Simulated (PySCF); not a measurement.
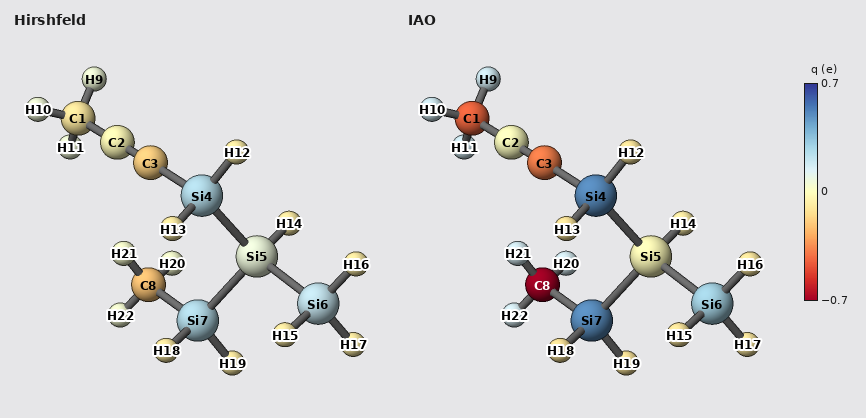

Atomic charges of one calculation by 2 schemes, on one colour scale. The geometry was computed by an optimisation with PBE0-D3(BJ)/def2-SVP. No frequency run is at hand to confirm it as a minimum. Method: PBE0/pcSseg-1 (PySCF 2.14.0).

Which scheme gives the most polar picture (largest mean size of the charges)?

The IAO charges are the largest in size here.

On which atom do the schemes disagree most?

On C8 (from −0.69 to −0.21 e).

List the charges (e), one line for each set of equivalent atoms.

```csv
atom,Hirshfeld,IAO
C1,−0.09,−0.43
C2,−0.02,0.00
C3,−0.18,−0.38
Si4,0.25,0.50
Si5,0.08,−0.01
Si6,0.21,0.29
Si7,0.25,0.49
C8,−0.21,−0.69
H9,0.06,0.17
H10,0.06,0.17
H11,0.06,0.17
H12,−0.07,−0.09
H13,−0.07,−0.10
H14,−0.07,−0.07
H15,−0.07,−0.09
H16,−0.07,−0.09
H17,−0.07,−0.09
H18,−0.08,−0.11
H19,−0.08,−0.11
H20,0.04,0.15
H21,0.03,0.16
H22,0.04,0.15
```
